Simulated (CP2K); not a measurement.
**C2H4FNSi (SMILES F[SiH]1C=NC1) at PM6**

What is the vertical singlet–triplet gap of C2H4FNSi at PM6? The job is set up through an ASE script.

Program for the calculation: CP2K 2026.2.

1 further run of the same task is left out (it didn't finish).

## (1) The structure to begin with

The species is C2H4FNSi (9 atoms), meant as a singlet with charge 0. As SMILES, `F[SiH]1C=NC1`. Geometry: relaxed at GFN2-xTB.

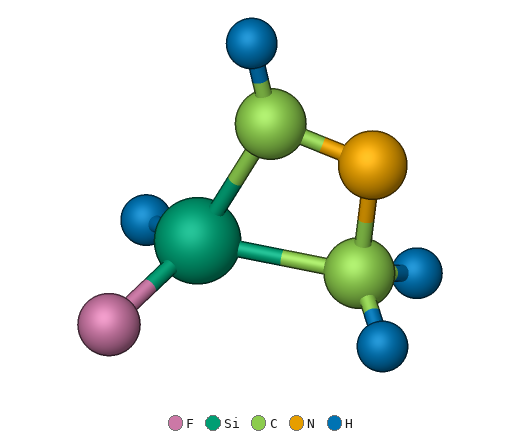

The structure, seen from a chosen angle (fluorine pink, silicon teal, carbon green, nitrogen amber, hydrogen blue).

## (2) Energy and gradient at PM6

The input, molecule.xyz:

```xyz
9

F     -1.682600    -0.326440     1.561810
Si    -0.604050     0.495890     0.687600
C      1.154700    -0.232480     0.595100
N      1.137120    -0.584200    -0.630600
C     -0.220780    -0.218190    -1.064500
H     -0.880750     1.892920     0.940520
H      2.032770    -0.378630     1.207690
H     -0.762440    -1.109350    -1.382410
H     -0.173980     0.460480    -1.915200
```

The input, cp2k_ase.py:

```python
import numpy as np
from ase.io import read
from ase.calculators.cp2k import CP2K

atoms = read("molecule.xyz")
atoms.set_cell([11.7, 11.0, 11.5])
atoms.center()
cp2k_input = """
&FORCE_EVAL
  METHOD QUICKSTEP
  &DFT
    &QS
      METHOD PM6
      EPS_DEFAULT 1.0E-10
      &SE
        &COULOMB
          CUTOFF [angstrom] 50
          RC_RANGE [angstrom] 0
        &END COULOMB
        &EXCHANGE
          CUTOFF [angstrom] 50
          RC_RANGE [angstrom] 0
        &END EXCHANGE
      &END SE
    &END QS
    &POISSON
      PERIODIC NONE
      POISSON_SOLVER ANALYTIC
    &END POISSON
    &SCF
      SCF_GUESS ATOMIC
      EPS_SCF 1.0E-07
      MAX_SCF 40
      &OT
        MINIMIZER DIIS
        PRECONDITIONER FULL_ALL
      &END OT
      &OUTER_SCF
        EPS_SCF 1.0E-07
        MAX_SCF 5
      &END OUTER_SCF
    &END SCF
    &PRINT
      &MOMENTS
        PERIODIC F
        REFERENCE COM
        MAX_MOMENT 1
      &END MOMENTS
      &MO_CUBES
        NLUMO 1
        NHOMO -1
        WRITE_CUBE F
      &END MO_CUBES
      &HIRSHFELD OFF
      &END HIRSHFELD
    &END PRINT
  &END DFT
  &SUBSYS
  &END SUBSYS
&END FORCE_EVAL
"""
calc = CP2K(command="cp2k.psmp -s", label="mol", inp=cp2k_input, basis_set=None, basis_set_file=None, potential_file=None, pseudo_potential=None, xc=None, cutoff=None, max_scf=None, charge=None, uks=False,
            force_eval_method=None, print_level="LOW", poisson_solver=None, stress_tensor=False)
atoms.calc = calc
print("E / eV:", round(atoms.get_potential_energy(), 6))
forces = atoms.get_forces()
print(np.array2string(forces, precision=5, suppress_small=True))
print("largest force / (eV/A): %.4f" % np.linalg.norm(forces, axis=1).max())
```

The run is started by

```sh
$ OMP_NUM_THREADS=1 python cp2k_ase.py
```

Standard output:

```text
E / eV: -1023.130482
[[ 0.43384  0.30095 -0.34459]
 [ 0.61197 -1.08604 -0.66384]
 [ 0.75996  0.54724  2.66383]
 [-0.0484  -0.22327 -0.97489]
 [-1.3557   0.3718  -0.38459]
 [ 0.03577  0.05212 -0.00047]
 [ 0.13954  0.04077  0.40479]
 [-0.38675 -0.30998 -0.25034]
 [-0.19024  0.30642 -0.44989]]
largest force / (eV/A): 2.8236
```

mol.out (excerpt; [...] marks lines left out):

```text
CP2K| version string:                                       CP2K version 2026.2
[...]
 GLOBAL| Method name                                                        CP2K
[...]
 GLOBAL| Run type                                                   ENERGY_FORCE
[...]
 *** WARNING in qs_kind_types.F:2264 :: Information provided in the input ***
 *** file regarding BASIS for KIND <F> will be ignored!                   ***
 *** WARNING in qs_kind_types.F:2264 :: Information provided in the input ***
 *** file regarding BASIS for KIND <Si> will be ignored!                  ***
 *** WARNING in qs_kind_types.F:2264 :: Information provided in the input ***
 *** file regarding BASIS for KIND <C> will be ignored!                   ***
 *** WARNING in qs_kind_types.F:2264 :: Information provided in the input ***
 *** file regarding BASIS for KIND <N> will be ignored!                   ***
 *** WARNING in qs_kind_types.F:2264 :: Information provided in the input ***
[... 68 lines left out ...]
  Step     Update method      Time    Convergence         Total energy    Change
[...]
  *** SCF run converged in     7 steps ***
[...]
 SE_DIPOLE| Moment [Debye]          0.64204320      -1.92438477      -0.29403560
 SE_DIPOLE| Derivative [a.u.]       0.00000000       0.00000000       0.00000000
 *** WARNING in qs_scf_post_se.F:140 :: Printing of MO cube files not ***
 *** implemented for Semi-Empirical method.                           ***
 ENERGY| Total FORCE_EVAL ( QS ) energy [hartree]            -37.599355028288251
[...]
```

Run time: 0.94 s. Hardware: 1 thread of Arm Neoverse V2, shared host.

## (3) The triplet, same level

molecule.xyz is that of step 2.

The input, cp2k_ase.py:

```python
import numpy as np
from ase.io import read
from ase.calculators.cp2k import CP2K

atoms = read("molecule.xyz")
atoms.set_cell([11.7, 11.0, 11.5])
atoms.center()
template = """
&FORCE_EVAL
  METHOD Quickstep
  &DFT
    MULTIPLICITY 3
    UKS T
    &QS
      METHOD PM6
      EPS_DEFAULT 1.0E-10
      &SE
        &COULOMB
          CUTOFF [angstrom] 50
          RC_RANGE [angstrom] 0
        &END COULOMB
        &EXCHANGE
          CUTOFF [angstrom] 50
          RC_RANGE [angstrom] 0
        &END EXCHANGE
      &END SE
    &END QS
    &POISSON
      PERIODIC NONE
      POISSON_SOLVER ANALYTIC
    &END POISSON
    &SCF
      SCF_GUESS ATOMIC
      EPS_SCF 1.0E-07
      MAX_SCF 80
      ADDED_MOS 2
      &DIAGONALIZATION
        ALGORITHM STANDARD
      &END DIAGONALIZATION
      &MIXING
        METHOD DIRECT_P_MIXING
        ALPHA 0.4
      &END MIXING
    &END SCF
    &PRINT
      &MOMENTS
        PERIODIC F
        REFERENCE COM
        MAX_MOMENT 1
      &END MOMENTS
      &MO ON
        ENERGIES T
        OCCUPATION_NUMBERS T
        NDIGITS 6
        &EACH
          QS_SCF 0
        &END EACH
        ADD_LAST NUMERIC
      &END MO
      &HIRSHFELD OFF
      &END HIRSHFELD
    &END PRINT
  &END DFT
  &SUBSYS
  &END SUBSYS
&END FORCE_EVAL
"""
calculator = CP2K(command="cp2k.psmp -s", label="gas", inp=template, basis_set=None, basis_set_file=None, potential_file=None, pseudo_potential=None, xc=None, cutoff=None, max_scf=None, charge=None, uks=False,
            force_eval_method=None, print_level="LOW", poisson_solver=None, stress_tensor=False)
atoms.calc = calculator
print("E / eV:", round(atoms.get_potential_energy(), 6))
forces = atoms.get_forces()
print(np.array2string(forces, precision=5, suppress_small=True))
print("largest force / (eV/A): %.4f" % np.linalg.norm(forces, axis=1).max())
```

The run is started by

```sh
$ OMP_NUM_THREADS=1 python cp2k_ase.py
```

Standard output:

```text
E / eV: -1020.854077
[[ 0.42451  0.41773 -0.43103]
 [ 1.59846 -1.56429 -0.35424]
 [ 2.19319  0.85148  4.254  ]
 [-2.46684  0.39174 -1.47893]
 [-0.77747 -0.25341 -1.93805]
 [ 0.0542  -0.11464 -0.06645]
 [-0.28163  0.19878  0.69308]
 [-0.50577 -0.33365 -0.22887]
 [-0.23866  0.40627 -0.4495 ]]
largest force / (eV/A): 4.8612
```

gas.out (excerpt; [...] marks lines left out):

```text
CP2K| version string:                                       CP2K version 2026.2
[...]
 GLOBAL| Method name                                                        CP2K
[...]
 GLOBAL| Run type                                                   ENERGY_FORCE
[...]
 *** WARNING in qs_kind_types.F:2264 :: Information provided in the input ***
 *** file regarding BASIS for KIND <F> will be ignored!                   ***
 *** WARNING in qs_kind_types.F:2264 :: Information provided in the input ***
 *** file regarding BASIS for KIND <Si> will be ignored!                  ***
 *** WARNING in qs_kind_types.F:2264 :: Information provided in the input ***
 *** file regarding BASIS for KIND <C> will be ignored!                   ***
 *** WARNING in qs_kind_types.F:2264 :: Information provided in the input ***
 *** file regarding BASIS for KIND <N> will be ignored!                   ***
 *** WARNING in qs_kind_types.F:2264 :: Information provided in the input ***
[... 63 lines left out ...]
  Step     Update method      Time    Convergence         Total energy    Change
[...]
  *** SCF run converged in    39 steps ***
[...]
 SE_DIPOLE| Moment [Debye]          1.01647882      -1.75105391       0.81181345
 SE_DIPOLE| Derivative [a.u.]       0.00000000       0.00000000       0.00000000
 ENERGY| Total FORCE_EVAL ( QS ) energy [hartree]            -37.515698646911147
[...]
```

Run time: 0.76 s. Hardware: 1 thread of Arm Neoverse V2, shared host.

## (4) Results

At PM6:

| quantity | value |
| --- | --- |
| singlet: total energy | -37.59936 Eh |
| singlet: dipole moment | 2.05 D |
| singlet: heat of formation | -44.4 kcal/mol |
| triplet: total energy | -37.51570 Eh |
| triplet: dipole moment | 2.18 D |
| triplet: HOMO energy (highest over α and β) | -7.07 eV |
| triplet: LUMO energy (lowest over α and β) | -2.06 eV |
| triplet: heat of formation | 8.1 kcal/mol |
| vertical energy of the triplet above the singlet | 2.276 eV |

What this shows: At this shape the triplet lies 2.28 eV (220 kJ/mol) above the singlet.
